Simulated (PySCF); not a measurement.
Single-point calculation, with input and output: TaH2SF4 (charge +1)

- system: TaH2SF4, charge +1
- method: RKS r2SCAN, Ta def2-SVP with ECP60, F def2-SVP, S def2-SVP, H def2-SVP; non-relativistic Hamiltonian with a scalar-relativistic core potential; density fitting (PySCF 2.14.0)

It belongs to a series of runs on one base structure; here: finer grid at the relaxed geometry.

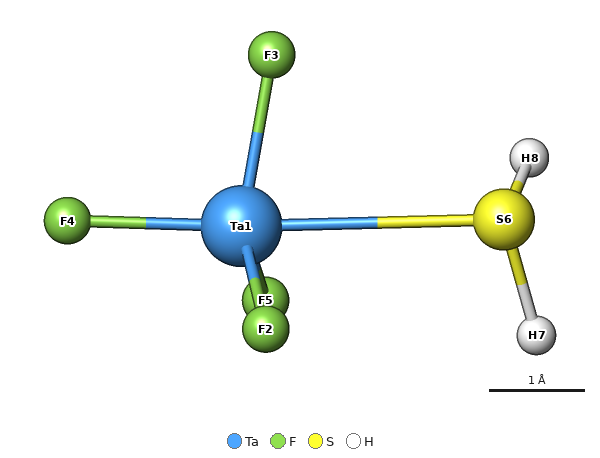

Fig. 1: The input geometry (ball-and-stick view, seen at a tilt; atoms are numbered from 1 in the order of the input). Sticks mark near contacts.

## Summary

- outcome: converged
- total energy: −855.198631 hartree
- HOMO: −13.63 eV
- LUMO: −9.30 eV
- largest force (length of the vector): 0.052 eV/Å
- hardware: 2 threads of Arm Neoverse V1, 24 GiB of memory available, shared host
- wall time: 42 s (CPU time 84 s)
- peak memory: 1.2 GiB

## Input file
```python
mol = gto.M(atom='''
Ta    -0.03136     0.32850     0.00921
F      0.01660    -0.09225     1.79294
F      1.47655     0.10077    -1.01455
F      0.01117     2.15558     0.13381
F     -1.65912     0.15141    -0.81808
S      0.08210    -2.42550    -0.20614
H     -1.17982    -2.79854     0.13065
H     -0.12487    -2.57232    -1.53958''',
    basis={'Ta': 'def2-SVP', 'F': 'def2-SVP', 'S': 'def2-SVP', 'H': 'def2-SVP'},
    ecp={'Ta': 'def2-SVP'},
    charge=1, spin=0)
mf = dft.RKS(mol, xc='R2SCAN')
mf.grids.atom_grid = (75, 302)  # f atoms: at least (60, 302), unpruned
mf = mf.density_fit()  # Ta def2-universal-JKFIT, F def2-universal-JKFIT, S def2-universal-JKFIT, H def2-universal-JKFIT
mf.conv_tol = 1e-09; mf.max_cycle = 55
mf.kernel(dm0)
```

The script is an equivalent of the set-up of the self-consistent field. The run itself was carried out by a driver, which started from the orbitals of the step before it where there was one and computed the further properties.

Command:
```bash
OMP_NUM_THREADS=2 python <driver script>
```

## Output
```
init E= -855.19863004622
  HOMO = -0.50090009105344  LUMO = -0.341910025508564  gap/eV = 4.32634
cycle= 1 E= -855.198631013563  delta_E= -9.67e-07  |g|= 0.00153  |ddm|= 0.00441
  HOMO = -0.500946617246982  LUMO = -0.341760781804643  gap/eV = 4.33167
cycle= 2 E= -855.198629659979  delta_E= 1.35e-06  |g|= 0.00315  |ddm|= 0.00275
  HOMO = -0.500893549864312  LUMO = -0.341714321906041  gap/eV = 4.33149
cycle= 3 E= -855.198631303395  delta_E= -1.64e-06  |g|= 0.00057  |ddm|= 0.00226
  HOMO = -0.500891981322569  LUMO = -0.341792150140999  gap/eV = 4.32933
cycle= 4 E= -855.198631380953  delta_E= -7.76e-08  |g|= 6.82e-05  |ddm|= 0.00057
  HOMO = -0.500898301188264  LUMO = -0.341792675052179  gap/eV = 4.32948
cycle= 5 E= -855.198631381703  delta_E= -7.5e-10  |g|= 3.87e-05  |ddm|= 7.67e-05
  HOMO = -0.500899716477276  LUMO = -0.341791393247366  gap/eV = 4.32956
cycle= 6 E= -855.198631381974  delta_E= -2.71e-10  |g|= 6.73e-06  |ddm|= 3.16e-05
  HOMO = -0.500897740701457  LUMO = -0.341791840596779  gap/eV = 4.32949
```

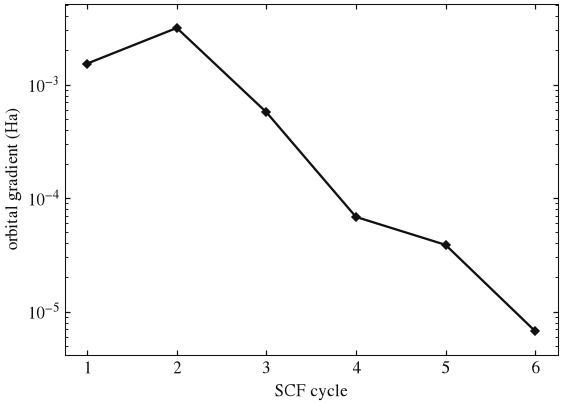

Fig. 2: Convergence of the self-consistent field: orbital gradient against the SCF cycle. The residual comes down, with one marked jump up, by a factor of about 2, at step 2.

```
Extra cycle  E= -855.198631381956  delta_E= 1.82e-11  |g|= 1.27e-05  |ddm|= 1.86e-05
converged SCF energy = -855.198631381956
```

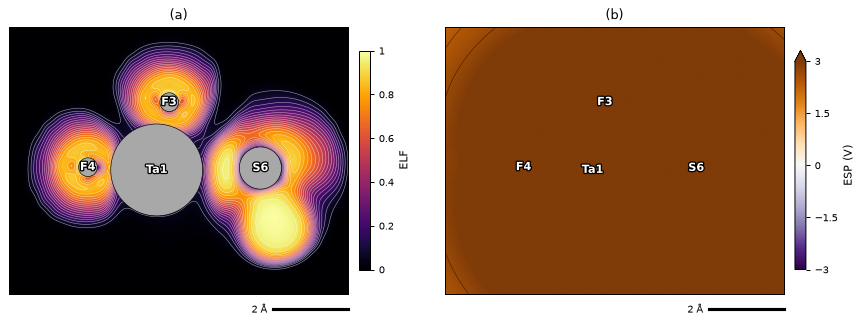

Fig. 3: (a) ELF; (b) electrostatic potential on the plane of atoms F3, Ta1 and F4. Grey discs, where drawn, cover atomic cores. Ta–F (1.83 Å): the ELF peaks at about 0.80 in the valence shell of F, 0.5 Å from its nucleus, and drops to about 0.20 between the two atoms. Ta–S (2.76 Å): the ELF peaks at about 0.95 in the valence shell of S, 0.9 Å from its nucleus, and is about 0.50 at the midpoint. The potential has no marked negative region in this plane.

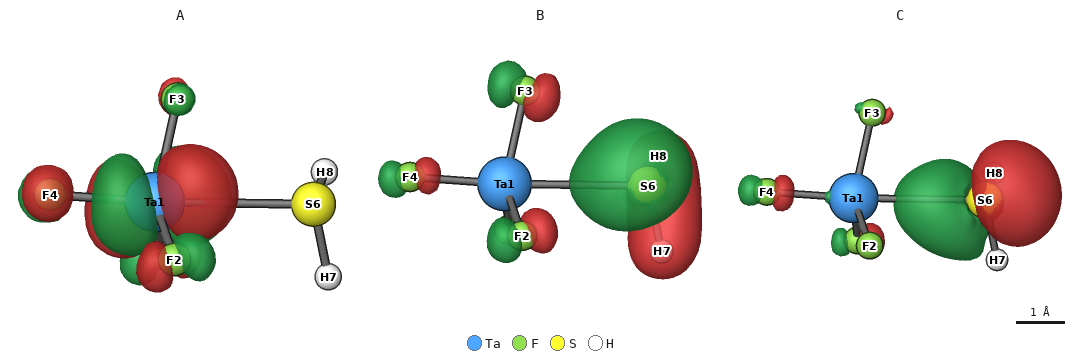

Fig. 4: Three frontier orbitals at ±0.15 Å⁻³ᐟ² (green and red are the two phases). B is the HOMO−1 (−15.72 eV). C is the HOMO (−13.63 eV). A is the LUMO (−9.30 eV). It lies mainly on Ta1 (70 %) and F4 (10 %). The HOMO–LUMO gap is 4.33 eV between the orbital energies.

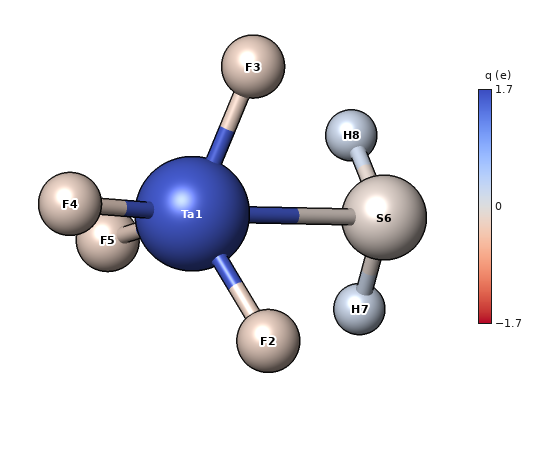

Fig. 5: Mulliken charges, as the colour of each atom (ball-and-stick view, seen at a tilt; atoms are numbered from 1 in the order of the input; Mulliken charges depend strongly on the basis). By element: Ta +1.59, F −0.22 to −0.21, S −0.11 and H +0.20 e.
